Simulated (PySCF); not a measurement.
```
atom    x (Å)    y (Å)    z (Å)
   C  -3.5178   1.3472   0.7365
   C  -2.5332   0.7755   0.3494
   C  -1.3878   0.0956  -0.1117
   C  -1.6297  -1.0798  -1.0120
   C  -0.1646   0.5293   0.2725
   C   1.0729  -0.0652  -0.1198
   C   2.2840   0.3869   0.2754
   B   3.6050  -0.2626  -0.1540
   F   3.6649  -1.3218  -0.9508
   F   4.7925   0.1776   0.2330
   H  -4.3726   1.8506   1.0781
   H  -2.6957  -1.2269  -1.1684
   H  -1.1548  -0.9216  -1.9794
   H  -1.2138  -1.9863  -0.5743
   H  -0.1047   1.3904   0.9260
   H   1.0324  -0.9277  -0.7716
   H   2.3158   1.2510   0.9275
```

Geometry: GFN2-xTB.

Computed with PBE0/pcSseg-1, SCF density, gas phase, non-relativistic (PySCF 2.14.0).

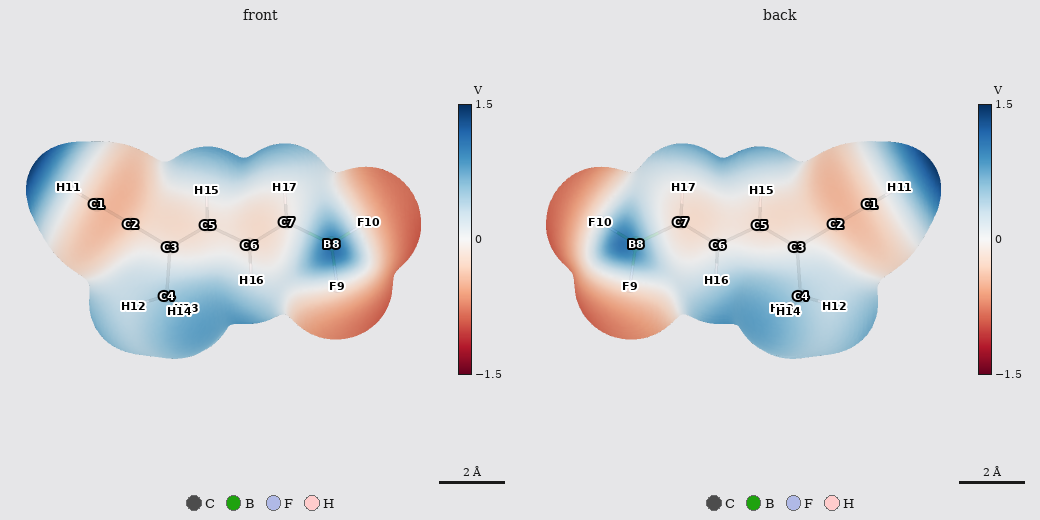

C₇H₇BF₂ (SMILES C#C/C(C)=C/C=C/B(F)F). The molecular electrostatic potential painted on the density surface at 0.001 e/bohr³, seen from the front and from behind; the colour scale runs from red (negative) to blue (positive).

Describe the electrostatic potential map.

Answer. The most negative region (about −0.9 V) lies over F9 and F10, the most positive (about +1.4 V) over H11.

What dipole moment does the calculation give?

Answer. Its dipole moment is 3.12 D.
